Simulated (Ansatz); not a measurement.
Start from ZnSe in the zinc blende structure (space group F-43m, No. 216; a = 5.634 Å).

It is then changed as follows: every Zn is replaced by Cd, then cell and atoms are relaxed.

The values are results of plane-wave PAW DFT at the PBEsol level (Ansatz, a program for electronic structure, 420 eV), no spin-orbit coupling, not measurements.

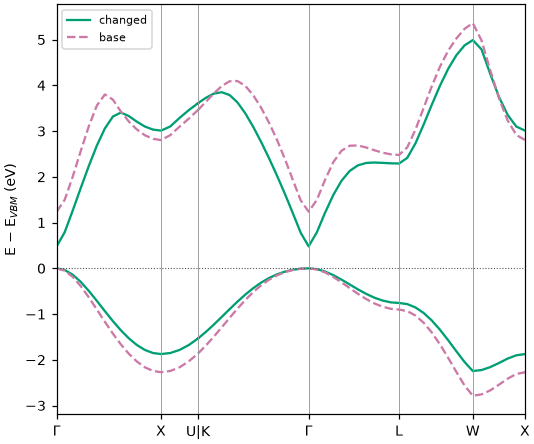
*Highest valence and lowest conduction band along the path, each from its own valence-band maximum*

The gap is 0.48 eV, direct at Γ; the base has 1.24 eV.

Stability against distortions was not tested.
